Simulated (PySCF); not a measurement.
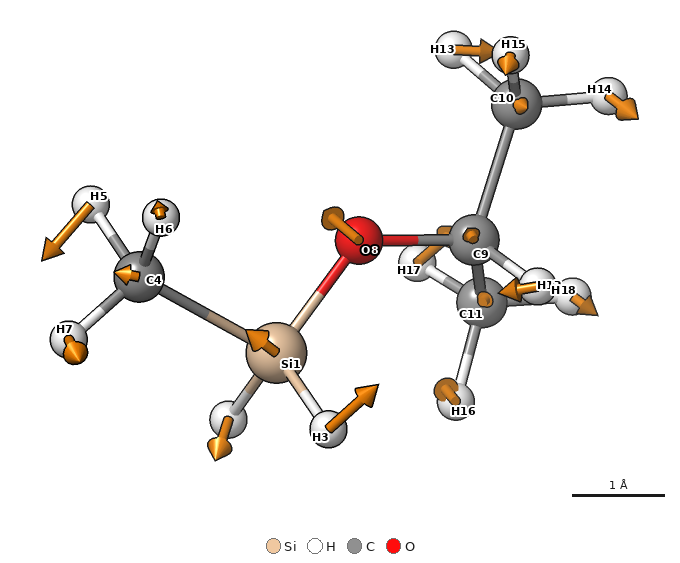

This is a relaxation of C4H12OSi. The starting structure is drawn; orange arrows show the displacements, 3 times their true length. The two geometries are superimposed by the best rigid fit.

Style: ball-and-stick. Shown at a tilt.

The start comes from GFN2-xTB. Its atoms were then displaced at random by about 0.03 Å.

All numbers below come from PySCF 2.14.0, density-fitted response routines, PBE0-D3(BJ)/def2-SVP geometry optimisation, gas phase. 

What happened in the run?

Answer. After 11 geometry steps the energy has fallen by 22.3 kcal/mol. The atom that moves furthest after the best rigid fit is the O atom (0.30 Å). By element the largest moves are O 0.30 Å, H 0.28 Å, Si 0.16 Å, C 0.10 Å. Near-neighbour distances that change, for instance: H–Si 1.385 → 1.501 Å, O–Si 1.558 → 1.666 Å, C–H 1.188 → 1.101 Å, C–Si 1.932 → 1.864 Å. Among the angles between lasting bonds that change: H–C–H 99.6° → 108.3°, H–Si–C 104.7° → 111.6°, Si–C–H 116.5° → 110.7°. Groups turn about C–O by about 25°.
